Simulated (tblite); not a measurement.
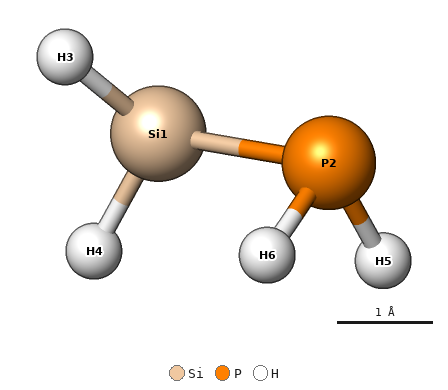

The structure as given in the input (ball-and-stick view, seen at a tilt; atoms are numbered from 1 in the order of the input). Bond lengths as drawn: H–P 1.43 to 1.46 Å, H–Si 1.48 to 1.49 Å and P–Si 2.24 Å.

# Run report: SiPH₄ (charge −1), geometry relaxation

SiPH₄, charge −1, SMILES [SiH2-]P, computed with GFN2-xTB geometry optimisation, gas phase (tblite 0.8.0).

The program's output:
```
step      E/eV     max force
  0    -174.78553    1.788
  1    -174.89481    1.531
  2    -175.05589    1.681
  3    -175.10553    0.970
  4    -175.18246    0.471
  5    -175.19951    0.446
  6    -175.21359    0.384
  7    -175.22321    0.199
  8    -175.22539    0.127
  9    -175.22680    0.133
 10    -175.22860    0.147
 11    -175.23097    0.198
 12    -175.23351    0.205
 13    -175.23549    0.144
 14    -175.23654    0.081
 15    -175.23718    0.079
 16    -175.23786    0.100
 17    -175.23890    0.147
 18    -175.24037    0.160
 19    -175.24189    0.126
 20    -175.24288    0.119
 21    -175.24349    0.093
 22    -175.24407    0.097
 23    -175.24476    0.104
 24    -175.24543    0.081
 25    -175.24588    0.062
 26    -175.24613    0.050
 27    -175.24636    0.063
 28    -175.24683    0.097
 29    -175.24759    0.117
 30    -175.24834    0.091
 31    -175.24864    0.042
 32    -175.24872    0.014
 33    -175.24874    0.012
 34    -175.24875    0.013
 35    -175.24878    0.013
 36    -175.24881    0.016
 37    -175.24884    0.015
 38    -175.24885    0.014
 39    -175.24887    0.014
 40    -175.24890    0.019
 41    -175.24896    0.035
 42    -175.24912    0.067
 43    -175.24958    0.125
 44    -175.24555    0.425
 45    -175.25029    0.139
 46    -175.25103    0.142
 47    -175.24384    0.282
 48    -175.25119    0.102
 49    -175.25323    0.183
 50    -175.25411    0.291
 51    -175.25658    0.132
 52    -175.25967    0.175
 53    -175.26145    0.416
 54    -175.26514    0.298
 55    -175.27215    0.285
 56    -175.26313    0.746
 57    -175.28265    0.121
 58    -175.29030    0.179
 59    -175.29171    0.785
 60    -175.30683    0.161
 61    -175.31543    0.150
 62    -175.31925    0.736
 63    -175.33368    0.113
 64    -175.34030    0.106
 65    -175.33291    0.751
 66    -175.34819    0.080
 67    -175.35125    0.085
 68    -175.34937    0.501
 69    -175.35541    0.082
 70    -175.35666    0.092
 71    -175.35813    0.156
 72    -175.35875    0.059
 73    -175.35900    0.025
 74    -175.35905    0.016
 75    -175.35906    0.005
```

Trajectory as extended XYZ (Å, eV, eV/Å), 34 of the 76 frames kept, from step=0 to step=75:
```
6
Properties=species:S:1:pos:R:3:forces:R:3 step=0 energy=-174.78553
Si   -0.8025    0.1024   -0.0685   -0.8110  -1.0800  -1.1720
P     1.3655   -0.0101   -0.6388    0.1360   0.1670   1.5200
H    -1.2719    1.4827   -0.3740    0.4270   0.0410   0.3680
H    -1.0982   -0.1732    1.3544    0.4550   0.5290   0.3120
H     1.5812   -1.2743    0.0524   -0.2630   1.0410  -0.3920
H     1.8064    0.7517    0.4937    0.0560  -0.6980  -0.6340
6
Properties=species:S:1:pos:R:3:forces:R:3 step=2 energy=-175.05589
Si   -0.8629    0.0222   -0.1481   -0.2870  -0.3470  -0.1330
P     1.3655    0.0010   -0.5512   -0.9970   0.1620  -1.3440
H    -1.2382    1.4827   -0.3457    0.3440  -0.3030   0.2210
H    -1.0623   -0.1319    1.3693    0.3240   0.3350  -0.3540
H     1.5629   -1.2014    0.0305    0.0110  -0.2220   0.4260
H     1.8155    0.7065    0.4643    0.6050   0.3760   1.1850
6
Properties=species:S:1:pos:R:3:forces:R:3 step=5 energy=-175.19951
Si   -0.9144   -0.0390   -0.1927    0.0260   0.1640   0.2800
P     1.3007    0.0312   -0.5731   -0.0890   0.2070   0.3850
H    -1.1945    1.4539   -0.3164    0.0940  -0.3120  -0.0280
H    -1.0181   -0.0864    1.3443    0.1440   0.0430  -0.3700
H     1.5510   -1.1764    0.0457   -0.1250   0.0800  -0.0590
H     1.8558    0.6959    0.5114   -0.0490  -0.1830  -0.2080
6
Properties=species:S:1:pos:R:3:forces:R:3 step=7 energy=-175.22321
Si   -0.9296   -0.0499   -0.1906    0.1300   0.0580   0.0700
P     1.2730    0.0526   -0.5543   -0.0130  -0.0350   0.1950
H    -1.1741    1.4245   -0.3090   -0.0580  -0.0290  -0.1160
H    -0.9933   -0.0683    1.3129    0.0450  -0.0510   0.0060
H     1.5376   -1.1609    0.0454   -0.1250   0.0710  -0.1150
H     1.8669    0.6811    0.5146    0.0210  -0.0140  -0.0400
6
Properties=species:S:1:pos:R:3:forces:R:3 step=9 energy=-175.22680
Si   -0.9225   -0.0450   -0.1842    0.0310  -0.0360  -0.0260
P     1.2715    0.0531   -0.5454   -0.0340   0.0500  -0.0310
H    -1.1769    1.4214   -0.3155   -0.0520   0.0240  -0.0970
H    -0.9908   -0.0712    1.3110    0.0410  -0.0260   0.0920
H     1.5312   -1.1592    0.0405   -0.0840  -0.0330  -0.0270
H     1.8680    0.6801    0.5127    0.0980   0.0210   0.0880
6
Properties=species:S:1:pos:R:3:forces:R:3 step=11 energy=-175.23097
Si   -0.9127   -0.0438   -0.1795   -0.1500  -0.0460  -0.0120
P     1.2663    0.0600   -0.5359    0.0920   0.1400  -0.1050
H    -1.1848    1.4186   -0.3328   -0.0400  -0.0070  -0.0510
H    -0.9823   -0.0762    1.3169    0.0270   0.0140   0.0590
H     1.5141   -1.1591    0.0315   -0.0270  -0.0740   0.0300
H     1.8799    0.6797    0.5188    0.0980  -0.0270   0.0800
6
Properties=species:S:1:pos:R:3:forces:R:3 step=14 energy=-175.23654
Si   -0.9177   -0.0510   -0.1769   -0.0280   0.0350   0.0330
P     1.2641    0.0833   -0.5256    0.0630  -0.0120   0.0090
H    -1.1972    1.4089   -0.3600   -0.0710  -0.0380   0.0090
H    -0.9625   -0.0766    1.3267   -0.0280   0.0470  -0.0320
H     1.4844   -1.1574    0.0187    0.0430   0.0460  -0.0180
H     1.9094    0.6718    0.5363    0.0210  -0.0770  -0.0010
6
Properties=species:S:1:pos:R:3:forces:R:3 step=16 energy=-175.23786
Si   -0.9217   -0.0500   -0.1745    0.0990   0.0020  -0.0160
P     1.2692    0.0870   -0.5252   -0.0630  -0.0280   0.0160
H    -1.2050    1.4050   -0.3636   -0.0750   0.0040   0.0120
H    -0.9619   -0.0728    1.3265   -0.0320   0.0500  -0.0020
H     1.4836   -1.1548    0.0160    0.0470   0.0220  -0.0230
H     1.9163    0.6647    0.5398    0.0240  -0.0490   0.0130
6
Properties=species:S:1:pos:R:3:forces:R:3 step=18 energy=-175.24037
Si   -0.9188   -0.0464   -0.1689    0.1310  -0.0550  -0.0730
P     1.2753    0.0947   -0.5212   -0.1330   0.0310   0.0230
H    -1.2321    1.3970   -0.3743   -0.0440   0.0390   0.0180
H    -0.9631   -0.0615    1.3280   -0.0280   0.0570   0.0360
H     1.4837   -1.1493    0.0063    0.0500  -0.0770  -0.0170
H     1.9355    0.6447    0.5492    0.0250   0.0040   0.0130
6
Properties=species:S:1:pos:R:3:forces:R:3 step=20 energy=-175.24288
Si   -0.9098   -0.0461   -0.1670   -0.0140  -0.0340  -0.0280
P     1.2750    0.1055   -0.5132   -0.0240   0.0390   0.0520
H    -1.2650    1.3889   -0.3849    0.0110   0.0030   0.0130
H    -0.9655   -0.0441    1.3309   -0.0250   0.0430   0.0140
H     1.4865   -1.1466   -0.0069    0.0360  -0.1040  -0.0450
H     1.9592    0.6215    0.5603    0.0160   0.0530  -0.0050
6
Properties=species:S:1:pos:R:3:forces:R:3 step=23 energy=-175.24476
Si   -0.9104   -0.0516   -0.1707   -0.0700   0.0280   0.0720
P     1.2709    0.1100   -0.5031    0.0460  -0.0600   0.0210
H    -1.2741    1.3855   -0.3832    0.0270  -0.0310  -0.0210
H    -0.9714   -0.0287    1.3309   -0.0310   0.0010  -0.0240
H     1.4960   -1.1550   -0.0185    0.0110   0.0300  -0.0650
H     1.9695    0.6189    0.5637    0.0180   0.0330   0.0170
6
Properties=species:S:1:pos:R:3:forces:R:3 step=25 energy=-175.24588
Si   -0.9141   -0.0527   -0.1665    0.0010   0.0110   0.0410
P     1.2722    0.1127   -0.4932   -0.0140  -0.0250  -0.0090
H    -1.2849    1.3798   -0.3879    0.0340  -0.0120  -0.0310
H    -0.9782   -0.0164    1.3313   -0.0350  -0.0100   0.0180
H     1.5026   -1.1608   -0.0342    0.0130   0.0540  -0.0270
H     1.9829    0.6165    0.5697    0.0010  -0.0170   0.0080
6
Properties=species:S:1:pos:R:3:forces:R:3 step=27 energy=-175.24636
Si   -0.9142   -0.0515   -0.1610    0.0190  -0.0220  -0.0020
P     1.2729    0.1143   -0.4894   -0.0340   0.0510  -0.0130
H    -1.2905    1.3762   -0.3943    0.0380   0.0040  -0.0220
H    -0.9831   -0.0119    1.3337   -0.0310   0.0000   0.0470
H     1.5051   -1.1603   -0.0432    0.0220   0.0010   0.0020
H     1.9904    0.6124    0.5733   -0.0130  -0.0330  -0.0110
6
Properties=species:S:1:pos:R:3:forces:R:3 step=30 energy=-175.24834
Si   -0.9165   -0.0561   -0.1403    0.0000  -0.0510  -0.0250
P     1.2640    0.1273   -0.4758    0.0110   0.0900   0.0020
H    -1.2889    1.3630   -0.4192    0.0170   0.0130   0.0080
H    -1.0142    0.0066    1.3527   -0.0030   0.0200   0.0240
H     1.5255   -1.1562   -0.0801    0.0050  -0.0500   0.0180
H     2.0107    0.5946    0.5819   -0.0290  -0.0220  -0.0260
6
Properties=species:S:1:pos:R:3:forces:R:3 step=32 energy=-175.24872
Si   -0.9188   -0.0605   -0.1395    0.0070  -0.0110   0.0040
P     1.2610    0.1303   -0.4749    0.0110   0.0060  -0.0070
H    -1.2814    1.3622   -0.4195    0.0010  -0.0010   0.0040
H    -1.0190    0.0093    1.3554    0.0000   0.0100  -0.0030
H     1.5296   -1.1558   -0.0833   -0.0080  -0.0040  -0.0040
H     2.0090    0.5936    0.5809   -0.0100   0.0010   0.0050
6
Properties=species:S:1:pos:R:3:forces:R:3 step=34 energy=-175.24875
Si   -0.9183   -0.0610   -0.1407    0.0080   0.0020   0.0030
P     1.2619    0.1300   -0.4762    0.0040  -0.0090  -0.0060
H    -1.2811    1.3629   -0.4177    0.0010  -0.0080   0.0010
H    -1.0172    0.0088    1.3543    0.0000   0.0060   0.0000
H     1.5281   -1.1560   -0.0812   -0.0060   0.0060  -0.0090
H     2.0071    0.5944    0.5807   -0.0070   0.0030   0.0100
6
Properties=species:S:1:pos:R:3:forces:R:3 step=36 energy=-175.24881
Si   -0.9166   -0.0623   -0.1399    0.0020   0.0150  -0.0050
P     1.2635    0.1305   -0.4778   -0.0040  -0.0120   0.0030
H    -1.2809    1.3617   -0.4171    0.0020  -0.0110  -0.0030
H    -1.0175    0.0111    1.3543    0.0070   0.0020   0.0080
H     1.5270   -1.1561   -0.0828    0.0020   0.0060  -0.0090
H     2.0050    0.5942    0.5823   -0.0090   0.0000   0.0070
6
Properties=species:S:1:pos:R:3:forces:R:3 step=39 energy=-175.24887
Si   -0.9151   -0.0631   -0.1369   -0.0080  -0.0010   0.0010
P     1.2640    0.1324   -0.4768   -0.0020   0.0050   0.0020
H    -1.2811    1.3576   -0.4204   -0.0030   0.0070  -0.0070
H    -1.0199    0.0163    1.3572    0.0140   0.0010   0.0010
H     1.5280   -1.1558   -0.0902    0.0110  -0.0070   0.0000
H     2.0046    0.5916    0.5862   -0.0110  -0.0050   0.0030
6
Properties=species:S:1:pos:R:3:forces:R:3 step=41 energy=-175.24896
Si   -0.9141   -0.0630   -0.1349   -0.0080  -0.0270   0.0210
P     1.2643    0.1342   -0.4762   -0.0020   0.0070  -0.0090
H    -1.2821    1.3540   -0.4243   -0.0080   0.0320  -0.0090
H    -1.0177    0.0216    1.3603    0.0140   0.0010  -0.0160
H     1.5294   -1.1560   -0.0972    0.0120  -0.0090   0.0030
H     2.0006    0.5884    0.5914   -0.0080  -0.0040   0.0090
6
Properties=species:S:1:pos:R:3:forces:R:3 step=43 energy=-175.24958
Si   -0.9079   -0.0652   -0.1240   -0.0020  -0.0910   0.0860
P     1.2689    0.1415   -0.4798    0.0020  -0.0050  -0.0200
H    -1.2865    1.3378   -0.4430   -0.0210   0.0930  -0.0170
H    -0.9949    0.0522    1.3745    0.0130   0.0030  -0.0680
H     1.5377   -1.1587   -0.1334    0.0160   0.0070   0.0030
H     1.9631    0.5713    0.6247   -0.0070  -0.0060   0.0150
6
Properties=species:S:1:pos:R:3:forces:R:3 step=45 energy=-175.25029
Si   -0.9050   -0.0669   -0.1172    0.0010  -0.1010   0.0950
P     1.2713    0.1443   -0.4824    0.0000  -0.0100  -0.0340
H    -1.2881    1.3310   -0.4521   -0.0220   0.0970  -0.0180
H    -0.9815    0.0692    1.3808    0.0110   0.0050  -0.0730
H     1.5454   -1.1599   -0.1521    0.0080   0.0100   0.0000
H     1.9383    0.5614    0.6420    0.0000  -0.0010   0.0300
6
Properties=species:S:1:pos:R:3:forces:R:3 step=48 energy=-175.25119
Si   -0.9019   -0.0710   -0.1085   -0.0020  -0.0560   0.0850
P     1.2733    0.1511   -0.4823    0.0370  -0.0380   0.0240
H    -1.2956    1.3221   -0.4655   -0.0110   0.0570  -0.0040
H    -0.9685    0.0894    1.3874    0.0040   0.0070  -0.0710
H     1.5499   -1.1612   -0.1752    0.0090   0.0540  -0.0090
H     1.9233    0.5487    0.6631   -0.0360  -0.0230  -0.0240
6
Properties=species:S:1:pos:R:3:forces:R:3 step=50 energy=-175.25411
Si   -0.8857   -0.0854   -0.0683    0.0020  -0.0020   0.0860
P     1.2863    0.1655   -0.4941    0.1260   0.0320   0.2430
H    -1.3009    1.2839   -0.5098   -0.0140  -0.0110   0.0060
H    -0.9104    0.1834    1.4169   -0.0030   0.0110  -0.0930
H     1.5908   -1.1635   -0.2762   -0.0160   0.0880   0.0060
H     1.8003    0.4952    0.7506   -0.0940  -0.1180  -0.2490
6
Properties=species:S:1:pos:R:3:forces:R:3 step=52 energy=-175.25967
Si   -0.8787   -0.0987   -0.0355   -0.0180   0.1250  -0.0360
P     1.2894    0.1866   -0.4761    0.0910  -0.0970   0.0690
H    -1.3244    1.2535   -0.5381    0.0250  -0.1500   0.0280
H    -0.9056    0.2525    1.4247    0.0040   0.0100   0.0080
H     1.6269   -1.1511   -0.3419   -0.0780   0.1560  -0.0160
H     1.7730    0.4364    0.7861   -0.0250  -0.0440  -0.0530
6
Properties=species:S:1:pos:R:3:forces:R:3 step=55 energy=-175.27215
Si   -0.8575   -0.1226    0.0231    0.0030   0.2650  -0.1050
P     1.3038    0.2370   -0.4345    0.0160  -0.1540   0.0070
H    -1.3771    1.1657   -0.5922    0.0550  -0.2360   0.0260
H    -0.8835    0.3884    1.4305   -0.0090  -0.0020   0.0920
H     1.6456   -1.1049   -0.4673   -0.0440   0.1400  -0.0410
H     1.7492    0.3155    0.8594   -0.0200  -0.0130   0.0210
6
Properties=species:S:1:pos:R:3:forces:R:3 step=57 energy=-175.28265
Si   -0.8478   -0.1255    0.0577    0.0700   0.0930  -0.0320
P     1.3078    0.2495   -0.4154   -0.0290   0.0150  -0.0460
H    -1.3685    1.1108   -0.6158   -0.0520  -0.0710  -0.0580
H    -0.8828    0.4550    1.4409    0.0050  -0.0030   0.0630
H     1.6619   -1.0794   -0.5403   -0.0360   0.0590   0.0390
H     1.7100    0.2686    0.8920    0.0420  -0.0940   0.0330
6
Properties=species:S:1:pos:R:3:forces:R:3 step=59 energy=-175.29171
Si   -0.8102   -0.1342    0.1508   -0.0900   0.3430   0.0160
P     1.3246    0.3361   -0.3249    0.2140  -0.6620   0.3630
H    -1.4702    0.9464   -0.7160    0.1790  -0.2600   0.1720
H    -0.8839    0.6453    1.4542   -0.0080  -0.0630  -0.1750
H     1.6589   -0.9799   -0.7275   -0.1200   0.5780   0.1350
H     1.7613    0.0654    0.9825   -0.1750   0.0640  -0.5110
6
Properties=species:S:1:pos:R:3:forces:R:3 step=61 energy=-175.31543
Si   -0.8149   -0.1272    0.1388   -0.0040   0.0530   0.0450
P     1.3219    0.3171   -0.3371    0.0450  -0.0980   0.1040
H    -1.4337    0.9610   -0.6951    0.0190  -0.0600   0.0020
H    -0.8880    0.6118    1.4499    0.0040   0.0090  -0.0500
H     1.6525   -0.9800   -0.6934   -0.0310   0.1330   0.0180
H     1.7427    0.0964    0.9561   -0.0320  -0.0360  -0.1180
6
Properties=species:S:1:pos:R:3:forces:R:3 step=64 energy=-175.34030
Si   -0.7904   -0.1298    0.2174    0.0010  -0.0470   0.0950
P     1.3296    0.3693   -0.2554    0.0250  -0.0840   0.0460
H    -1.4459    0.8100   -0.7481   -0.0010   0.0260  -0.0160
H    -0.9098    0.7430    1.4412    0.0000   0.0110  -0.0820
H     1.6291   -0.8591   -0.8134   -0.0210   0.0960   0.0080
H     1.7679   -0.0543    0.9774   -0.0030  -0.0030  -0.0510
6
Properties=species:S:1:pos:R:3:forces:R:3 step=66 energy=-175.34819
Si   -0.7805   -0.1339    0.2536    0.0060  -0.0470   0.0640
P     1.3333    0.3895   -0.2188   -0.0210  -0.0280   0.0270
H    -1.4414    0.7446   -0.7654   -0.0020   0.0300  -0.0110
H    -0.9260    0.7944    1.4309   -0.0030   0.0150  -0.0650
H     1.6131   -0.7990   -0.8565   -0.0080   0.0330  -0.0260
H     1.7820   -0.1166    0.9752    0.0280  -0.0030   0.0100
6
Properties=species:S:1:pos:R:3:forces:R:3 step=68 energy=-175.34937
Si   -0.7584   -0.1476    0.3453   -0.0660   0.1550  -0.0110
P     1.3377    0.4411   -0.1240    0.1090  -0.4720   0.1270
H    -1.4254    0.5792   -0.8059    0.0730  -0.0330   0.1290
H    -0.9790    0.9198    1.4009   -0.0110  -0.0910  -0.1330
H     1.5672   -0.6457   -0.9625   -0.0480   0.2320   0.1340
H     1.8384   -0.2677    0.9653   -0.0570   0.2090  -0.2470
6
Properties=species:S:1:pos:R:3:forces:R:3 step=70 energy=-175.35666
Si   -0.7673   -0.1445    0.3165   -0.0010  -0.0030   0.0410
P     1.3345    0.4222   -0.1514    0.0010  -0.0910  -0.0160
H    -1.4247    0.6321   -0.7888    0.0080   0.0140   0.0050
H    -0.9710    0.8756    1.4063   -0.0040  -0.0080  -0.0470
H     1.5786   -0.6931   -0.9251   -0.0180   0.0700   0.0040
H     1.8303   -0.2131    0.9615    0.0130   0.0180   0.0130
6
Properties=species:S:1:pos:R:3:forces:R:3 step=73 energy=-175.35900
Si   -0.7587   -0.1522    0.3607   -0.0030   0.0000   0.0020
P     1.3352    0.4380   -0.1081   -0.0020  -0.0090  -0.0230
H    -1.4014    0.5579   -0.7981    0.0030   0.0000   0.0020
H    -1.0103    0.9204    1.3839   -0.0010   0.0000  -0.0030
H     1.5466   -0.6189   -0.9635   -0.0040   0.0150   0.0030
H     1.8691   -0.2661    0.9443    0.0080  -0.0060   0.0190
6
Properties=species:S:1:pos:R:3:forces:R:3 step=75 energy=-175.35906
Si   -0.7572   -0.1533    0.3680   -0.0020   0.0030  -0.0040
P     1.3355    0.4404   -0.1015    0.0000  -0.0010  -0.0030
H    -1.3973    0.5455   -0.7995    0.0010  -0.0020   0.0030
H    -1.0167    0.9274    1.3802    0.0000   0.0000   0.0010
H     1.5407   -0.6063   -0.9696    0.0000   0.0010   0.0000
H     1.8754   -0.2746    0.9416    0.0010  -0.0010   0.0030
```

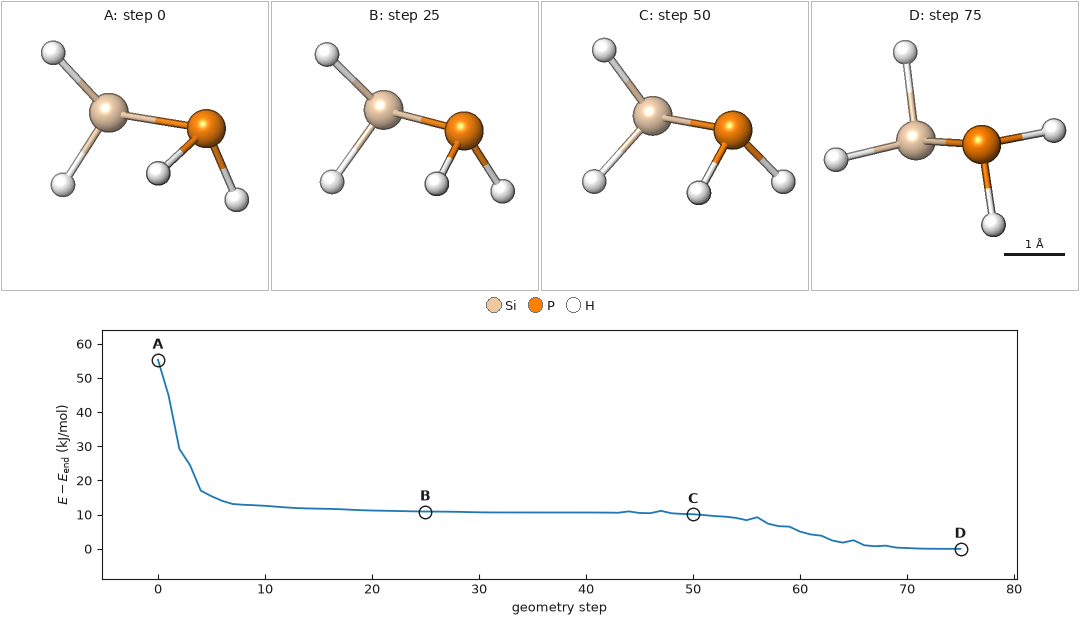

Frames of the relaxation (ball-and-stick view, seen at a tilt) above the curves, on which the letters mark them (steps are counted from 0).

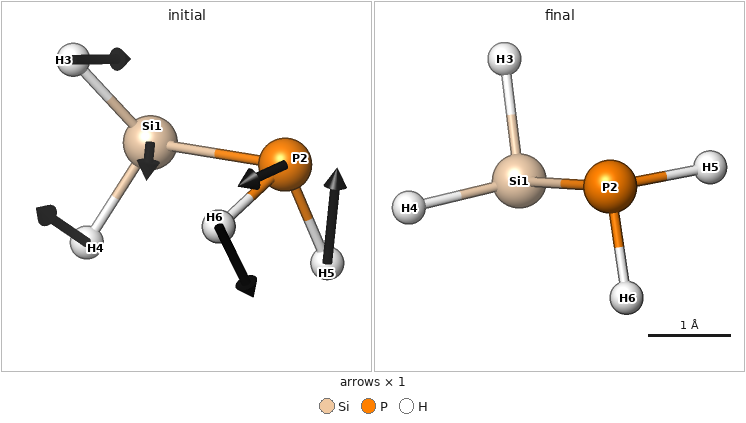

Before (left) and after (right) the relaxation, at one scale (ball-and-stick view, seen at a tilt). The black arrows give the displacements, at true length. The largest move after the best rigid fit is that of H5, 1.23 Å. By element the largest moves are H 1.23 Å, P 0.72 Å, Si 0.48 Å. Distances before and after: P2–H5 1.457 → 1.375 Å, P2–H6 1.434 → 1.375 Å, Si1–H4 1.479 → 1.503 Å, Si1–P2 2.245 → 2.225 Å. Among the angles that change: P2–Si1–H4 115.4° → 96.5°, H3–Si1–H4 107.9° → 96.6°, P2–Si1–H3 107.4° → 96.5°. The energy falls by 55.3 kJ/mol in 75 geometry steps. Largest force component: 1.5 eV/Å at the start, 0.004 eV/Å at the end. (Atoms are counted from 1 in the order of the input.)

The run was set up as follows.

Input file:
```
{"job": {"kind": "relax", "xc": "GFN2-xTB", "basis": "xTB"}, "charge": -1, "multiplicity": 1}
Si    -0.802500     0.102400    -0.068500
P      1.365500    -0.010100    -0.638800
H     -1.271900     1.482700    -0.374000
H     -1.098200    -0.173200     1.354400
H      1.581200    -1.274300     0.052400
H      1.806400     0.751700     0.493700
```

The first line tells a small driver script what to run in tblite; the rest is the geometry in Å.

Launched with:
```bash
OMP_NUM_THREADS=1 python <driver script> task.json out
```

Summary:

| quantity | value |
| --- | --- |
| outcome | converged |
| total energy | −175.3591 eV |
| hardware | 1 CPU thread, shared host |
| peak memory | 0.42 GiB |
